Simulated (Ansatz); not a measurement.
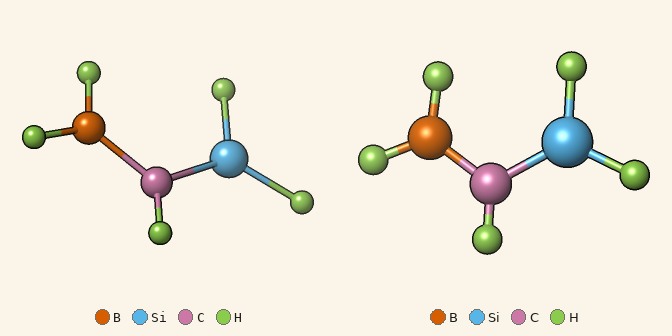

Both panels show the same species.

> Give the formula.

CH₅BSi, 8 atoms: 1 carbon, 5 hydrogen, 1 boron and 1 silicon.

> How many bonds of each kind are drawn?

2 B–H, 2 Si–H, 1 C–Si, 1 C–H, 1 C–B. Sticks follow a distance rule.

> Give the symmetry (Schoenflies symbol).

Cs.

> How many atoms are distinct by symmetry?

8: 1 B, 1 Si, 1 C, 1 H, 1 H, 1 H, 1 H, 1 H.

More results for the same structure follow; atom numbers are the same in all pictures, views and colours differ. Computed geometry: PBE0-D4/def2-TZVP optimisation. No frequency run is at hand to confirm it as a minimum.

## Shape

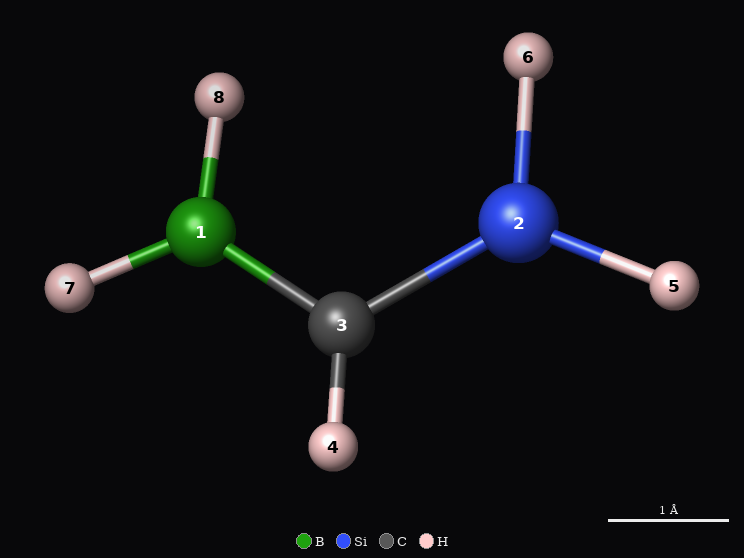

Numbered structure. No frequency run is at hand to confirm it as a minimum.

List the bonds and their lengths.

```json
{"bond": "B1–C3", "length (Å)": "1.510"}
{"bond": "B1–H7", "length (Å)": "1.199"}
{"bond": "B1–H8", "length (Å)": "1.203"}
{"bond": "Si2–C3", "length (Å)": "1.714"}
{"bond": "Si2–H5", "length (Å)": "1.485"}
{"bond": "Si2–H6", "length (Å)": "1.477"}
{"bond": "C3–H4", "length (Å)": "1.086"}
```

## Electronic properties

No frequency run is at hand to confirm it as a minimum. Method: RHF-CCSD(T), frozen core/def2-TZVPP (Ansatz 0.2.0).

> Give the T1 diagnostic at this level.

0.013.

## Dipole moment

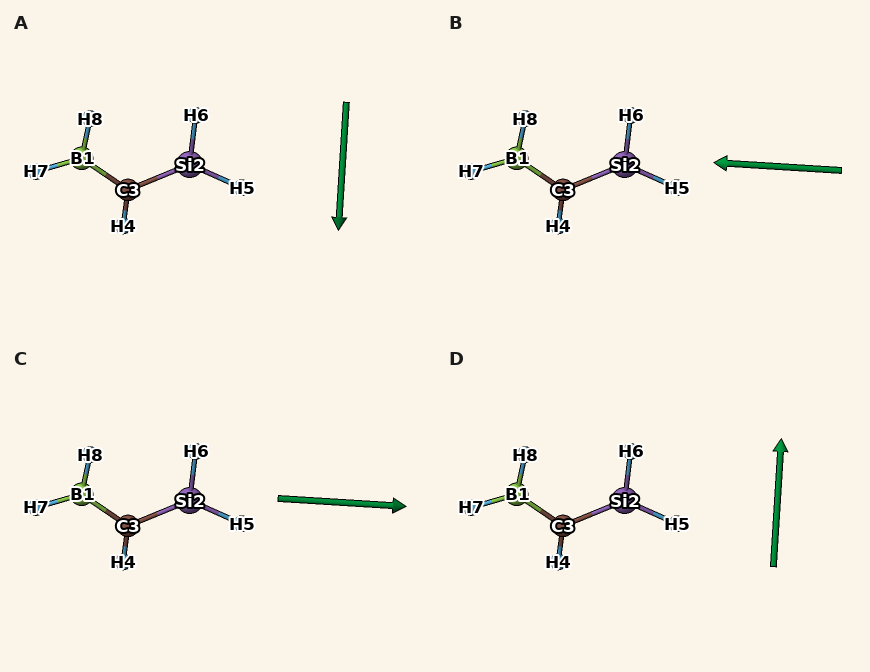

The same molecule four times, each with an arrow. No frequency run is at hand to confirm it as a minimum. Method: RKS PBE0-D4/def2-TZVP (Ansatz 0.2.0).

> Which arrow points along the dipole moment, from the negative to the positive end?

C. The dipole moment is 2.72 D; it points from the side of H7 to the side of H5 (the outermost atoms at the two ends).

## Charges

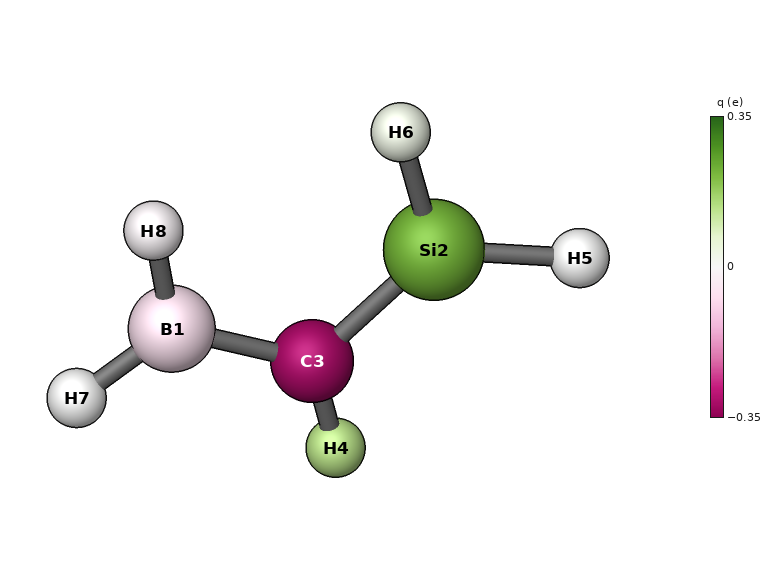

Atoms are coloured by their Mulliken charges. No frequency run is at hand to confirm it as a minimum. Method: RKS PBE0-D4/def2-TZVP (Ansatz 0.2.0).

Give the Mulliken charges atom by atom.

```
atom  value (e)
  B1      −0.06
 Si2       0.22
  C3      −0.31
  H4       0.13
  H5       0.00
  H6       0.03
  H7       0.00
  H8      −0.01
```

Mulliken values depend strongly on the basis set and can even reverse the polarity of a bond.
